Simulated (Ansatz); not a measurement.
The calculation's input:

```
crystal:
  periodic: [false, false, false]
  atoms:
    - {symbol: Al, position_ang: [-0.215096, -0.036456, -0.034020]}
    - {symbol: H, position_ang: [1.513981, 0.119520, -0.407095]}
    - {symbol: S, position_ang: [-0.614659, -0.486358, -1.996489]}
    - {symbol: H, position_ang: [1.042594, -0.109254, -1.228483]}
    - {symbol: O, position_ang: [-0.448348, 0.262249, 1.596112]}
    - {symbol: H, position_ang: [-1.278472, 0.250300, 2.069975]}
basis:
  gaussian: {orbitals: def2-TZVPP}
hamiltonian: {xc: pbe0, dispersion: d4}
output: {orbitals: {seedname: orbitals}}
```

Command:

```sh
ansatz run in.yaml --threads 2 --pin off --events-out ev --progress --plain --max-ram 4352MiB
```

A transition-state structure; geometry: PBE0-D4/def2-TZVP.

Theory: RKS PBE0-D4/def2-TZVPP (Ansatz 0.2.0).

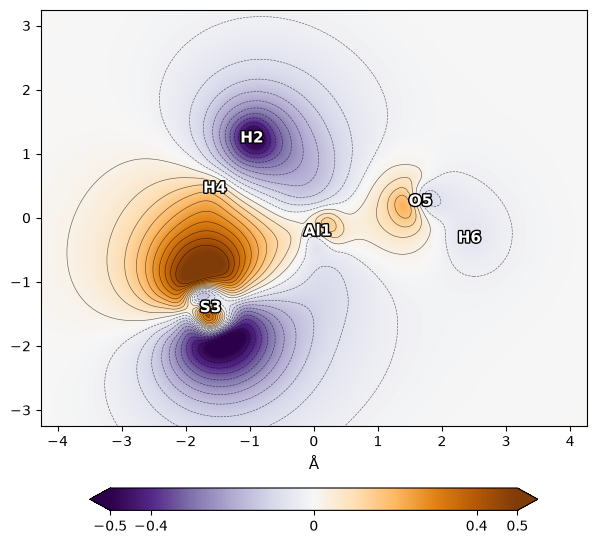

AlH3OS. The HOMO on the molecular plane (values in Å⁻³ᐟ²; the overall sign is arbitrary).

Question: What is the character of this orbital?

Answer: By Hirshfeld shares it lies mainly on S3 (about 65 %), H2 (about 15 %) and H4 (about 5 %); it is symmetric in the molecular plane (an in-plane orbital: σ, lone-pair or in-plane π type). Its energy is −7.07 eV.
